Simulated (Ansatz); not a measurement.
```yaml
crystal:
  periodic: [false, false, false]
  atoms:
    - {symbol: C, position_ang: [-0.319700, 1.120000, -0.524400]}
    - {symbol: O, position_ang: [0.419100, -0.222900, -0.410200]}
    - {symbol: Al, position_ang: [0.284900, -1.306000, 0.998600]}
    - {symbol: H, position_ang: [-0.872500, 1.216900, 0.348100]}
    - {symbol: H, position_ang: [-1.016600, 0.913600, -1.415600]}
    - {symbol: H, position_ang: [0.282400, 1.887500, -0.735300]}
    - {symbol: H, position_ang: [0.762000, -0.346000, -1.274500]}
    - {symbol: H, position_ang: [1.081500, -2.597100, 0.831700]}
    - {symbol: H, position_ang: [-0.593600, -0.693900, 2.114500]}
basis:
  gaussian: {orbitals: def2-TZVPP}
total_charge: 1
hamiltonian: {xc: {name: BHLYP}, dispersion: d4}
output: {forces: true}
```

Geometry: atoms displaced at random (about 0.07 Å) from a stationary point of GFN2-xTB.

Describe the molecule in this file.

It has 9 atoms: 1 carbon, 6 hydrogen, 1 aluminium and 1 oxygen (CH6AlO(+)). As SMILES it reads `C[OH+][AlH2]`. Coordination: 1 C tetrahedral; 1 O trigonal planar; 1 Al trigonal planar.

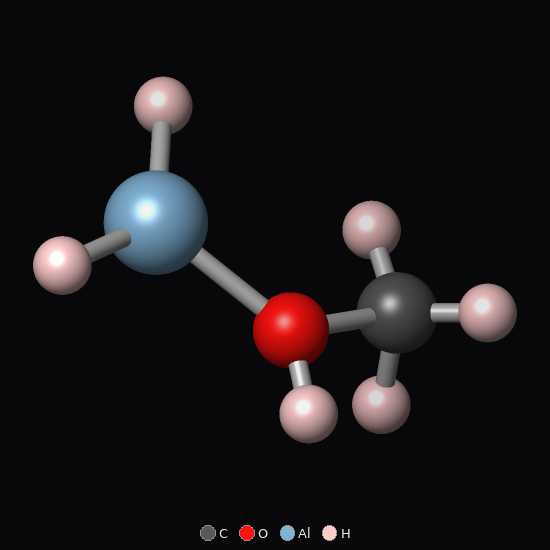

The picture comes from a calculation with Ansatz.
